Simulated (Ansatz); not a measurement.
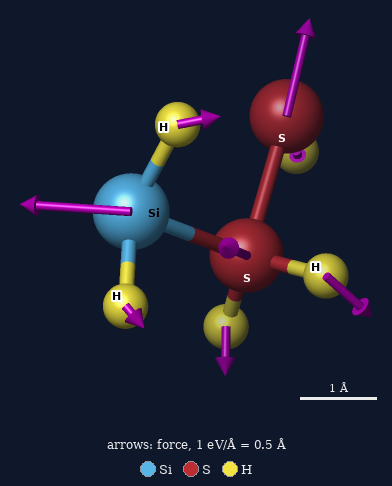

Starting geometry of SiH$_{5}$S$_{2}$ (charge +1) with the computed forces as purple arrows. Style: ball-and-stick. Shown from a free direction.

It is one of the separated reactants of a reaction.

The calculation used Ansatz 0.2.0, RKS PBE-D4/def2-SVP. (force threshold 0.03 eV/Å; at most 250 steps)

> Is this structure relaxed? If not, where do the atoms go?

It isn't relaxed: the largest force vector, on the Si atom, is 3.10 eV/Å. The final displacements have little in common with the starting forces (cosine between the two patterns 0.23). An H atom moves most after the best rigid fit: 0.71 Å. Largest moves by element: H 0.71 Å, S 0.69 Å, Si 0.41 Å. Near-neighbour distances that change, for instance: S–S 2.056 → 2.163 Å, H–Si 1.475 → 1.551 Å, S–Si 2.270 → 2.344 Å, H–Si 1.474 → 1.530 Å. Bond angles that change, for instance: Si–S–H 98.9° → 131.7°, S–Si–H 100.6° → 73.1°, H–S–H 115.7° → 95.2°. After 13 accepted moves (14 points after the start) the energy has fallen by 39.6 kcal/mol. The largest force component goes from 2.9 to 0.028 eV/Å. The line search rejected the trial step at point 10 of the run. Cost: 17 s on 2 threads of Arm Neoverse V2, with other jobs on the host.
